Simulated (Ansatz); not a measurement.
ClF$_{3}$Hf (SMILES [F][Hf]([F])([F])[Cl])

| atom | x (Å) | y (Å) | z (Å) |
| --- | --- | --- | --- |
| Cl | -0.1710 | 2.2150 | -0.3837 |
| F | -0.6770 | -0.5226 | 1.7182 |
| F | 1.8378 | -0.6195 | -0.0704 |
| F | -0.9561 | -1.0550 | -1.3102 |
| Hf | 0.0162 | -0.0916 | 0.0047 |

Geometry: PBE0-D4/def2-SVP; core potentials replace the inner electrons of Hf.

All numbers below come from isolated molecule in a Gaussian basis; Kohn-Sham density functional theory, functional PBE0 in Ansatz.

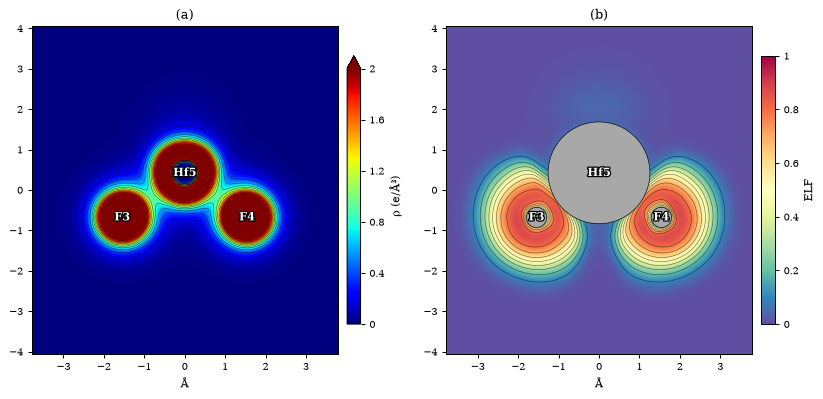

Figure 1. (a) electron density; (b) ELF on the plane of atoms F3, Hf5 and F4. Grey discs cover the atomic cores in the ELF map.

### What does the map show?

- Atoms in the plane: F and Hf.
- Hf–F (1.90 Å): ρ is about 0.94 e/Å³ halfway; the ELF peaks at about 0.85 in the valence shell of F, 0.5 Å from its nucleus, and drops to about 0.20 between the two atoms.

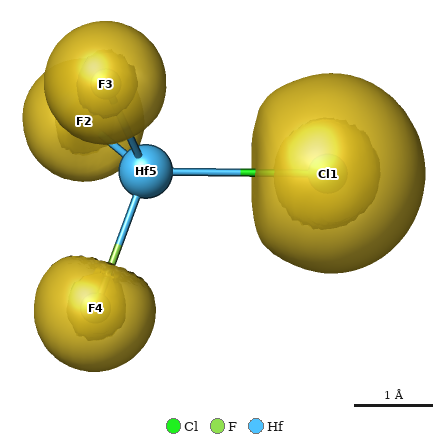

Figure 2. Isosurface of the electron localisation function at 0.75 (yellow), seen across its widest extent. Only the valence region is drawn (cores and ρ < 0.01 e/Å³ removed).

### Where are the electrons localised?

The ELF exceeds this value in one region wrapped around Cl (its valence shell) and three regions wrapped around F (the valence shell of each). Along the contacts the grid gives the following. Hf–Cl (2.35 Å): the ELF peaks at about 0.85 in the valence shell of Cl, 0.8 Å from its nucleus, and is about 0.40 at the midpoint.

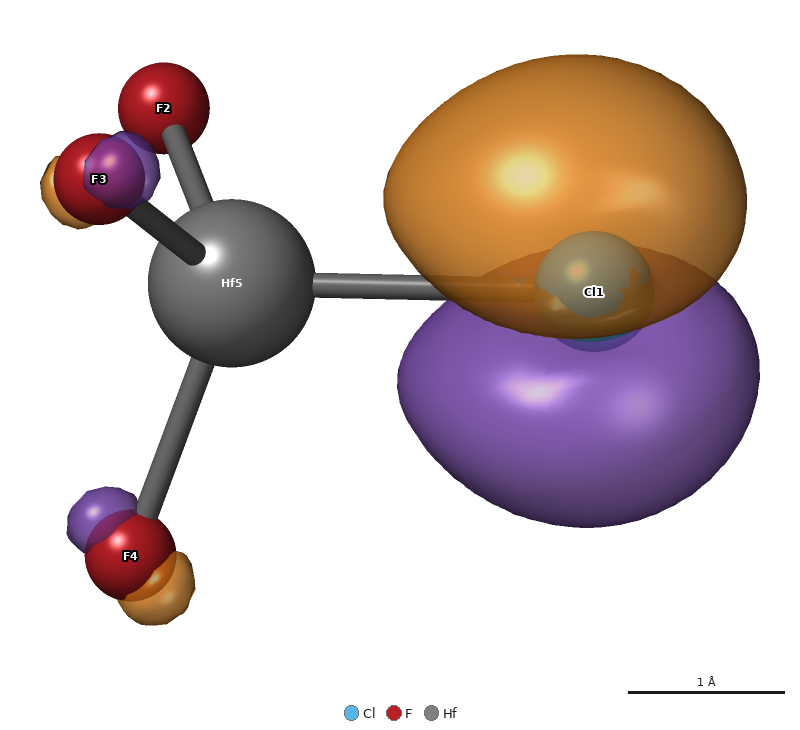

Figure 3. The HOMO at ±0.15 Å⁻³ᐟ² (orange and purple are the two phases), seen at a tilt.

### Describe this orbital and give its energy.

By Hirshfeld shares it lies mainly on Cl1 (about 85 %); largely a lone pair of Cl1. It is one of a degenerate set, so its orientation is arbitrary. Its energy is −10.05 eV.
